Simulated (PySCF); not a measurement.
System: C₅H₁₄P₂.

```yaml
atoms:
  - { symbol: C, position_ang: [-2.2678, 0.6486, -1.3141] }
  - { symbol: C, position_ang: [-1.3070, 0.3210, -0.1759] }
  - { symbol: C, position_ang: [-1.7181, -0.9625, 0.5379] }
  - { symbol: C, position_ang: [0.1319, 0.2531, -0.6937] }
  - { symbol: P, position_ang: [1.4157, 0.0483, 0.6440] }
  - { symbol: C, position_ang: [2.9602, 0.0847, -0.3856] }
  - { symbol: P, position_ang: [4.5136, -0.4553, 0.4885] }
  - { symbol: H, position_ang: [-2.2558, -0.1454, -2.0788] }
  - { symbol: H, position_ang: [-1.9975, 1.5938, -1.8105] }
  - { symbol: H, position_ang: [-3.3022, 0.7441, -0.9488] }
  - { symbol: H, position_ang: [-1.3532, 1.1456, 0.5592] }
  - { symbol: H, position_ang: [-1.6350, -1.8314, -0.1366] }
  - { symbol: H, position_ang: [-1.0902, -1.1609, 1.4206] }
  - { symbol: H, position_ang: [-2.7621, -0.9064, 0.8825] }
  - { symbol: H, position_ang: [0.2280, -0.5418, -1.4547] }
  - { symbol: H, position_ang: [0.3819, 1.2029, -1.1975] }
  - { symbol: H, position_ang: [1.3525, -1.3733, 0.7727] }
  - { symbol: H, position_ang: [3.1296, 1.1245, -0.7119] }
  - { symbol: H, position_ang: [2.8685, -0.5210, -1.3026] }
  - { symbol: H, position_ang: [4.0097, -1.6887, 1.0090] }
  - { symbol: H, position_ang: [4.2796, 0.2434, 1.7139] }
```

Geometry: PBE0-D3(BJ)/def2-SVP.

Computed with PBE0/pcSseg-1, SCF density, gas phase, non-relativistic (PySCF 2.14.0).

What will maps of the electron density and electron localisation function show?

C–C (1.53 Å): ρ is about 1.6 e/Å³ halfway; the ELF peaks at about 0.95 between the atoms: a shared electron pair.
C–P (1.86 Å): ρ is about 1.1 e/Å³ halfway; the ELF peaks at about 0.95 between the atoms, as expected for a covalent bond.
C–H (1.10 Å): ρ is about 1.9 e/Å³ halfway; the ELF climbs to about 1 towards the hydrogen, as it does in any bond to H; an ordinary covalent bond to hydrogen.

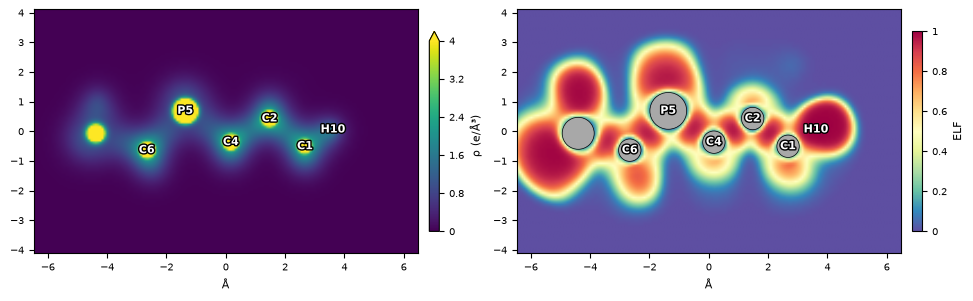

Computed electron density and electron localisation function on the plane of atoms C2, C4 and P5, in this order. Grey discs cover the atomic cores in the ELF map. 
